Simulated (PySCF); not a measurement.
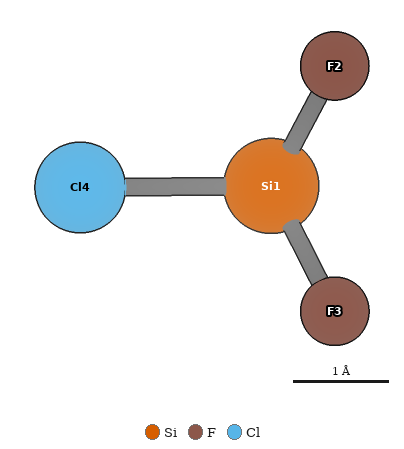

*The input geometry (ball-and-stick view, seen on its broad side; atoms are numbered from 1 in the order of the input).*

Bond lengths as drawn: Cl–Si 2.05 Å and F–Si 1.61 Å.

# EPR calculation, with input and output: SiClF2

- system: SiClF2, multiplicity 2, SMILES F[Si](F)Cl
- method: UKS BHandHLYP, IGLO-III on Cl F Si, non-relativistic, mean-field spin-orbit, GIAO (PySCF 2.14.0)

Output
```
UKS, coarse grid
  cycle   1  E = -949.43984019  |g| = 5.44e-01
  cycle   2  E = -949.40890546  |g| = 6.86e-01
  cycle   3  E = -949.54634789  |g| = 3.40e-02
  cycle   4  E = -949.54703445  |g| = 1.96e-02
  cycle   5  E = -949.54723817  |g| = 4.80e-03
  cycle   6  E = -949.54725928  |g| = 1.18e-03
  cycle   7  E = -949.54726066  |g| = 3.47e-04
UKS, final grid
  cycle   1  E = -949.54716154  |g| = 2.15e-04
  cycle   2  E = -949.54716158  |g| = 1.44e-04
  cycle   3  E = -949.54716160  |g| = 5.63e-05
  cycle   4  E = -949.54716160  |g| = 1.96e-05
E = -949.54716160 Eh   <S^2> = 0.7525 (exact 0.7500)
g shifts (ppm)      1          2          3
  rmc          -237       -237       -237
  gc             91         93         41
  oz_so       -2916      -1022       -426
  total       -3063      -1167       -623
hyperfine (MHz)  atom isotope    a_iso     a_fc   dipolar eigenvalues
    0  29Si   -1399.20   -1400.29   -120.30     58.76     61.54
    1   19F     322.70     321.19   -127.44   -122.08    249.53
    2   19F     322.96     321.46   -127.43   -122.06    249.49
    3  35Cl      43.26      42.80    -26.03    -26.02     52.05
```

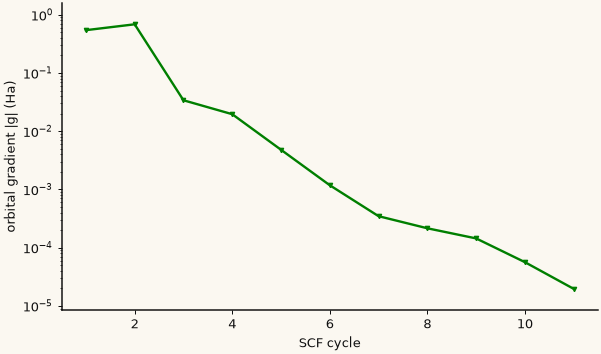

*Convergence of the self-consistent field: orbital gradient |g| against the SCF cycle.*

All cycles printed in the log are drawn one after another.

This output came from the following input.

Input file
```
{"job": {"kind": "epr", "xc": "BHandHLYP"}, "charge": 0, "multiplicity": 2}
Si    -0.124075    -0.028167     0.480410
F     -0.830660     1.283729    -0.135728
F     -0.865653    -1.300356    -0.175583
Cl     1.846406    -0.045567    -0.087645
```

The first line tells a small driver script what to run in PySCF; the rest is the geometry in Å.

Command:
```bash
OMP_NUM_THREADS=1 python <driver script> task.json out
```

Summary

| quantity | value |
| --- | --- |
| outcome | converged |
| total energy | −949.547162 hartree |
| ⟨S²⟩ | 0.752 |
| isotropic g | 2.0007 |
| hardware | 1 CPU thread, shared host |
| wall time | 11 s |
| peak memory | 0.52 GiB |
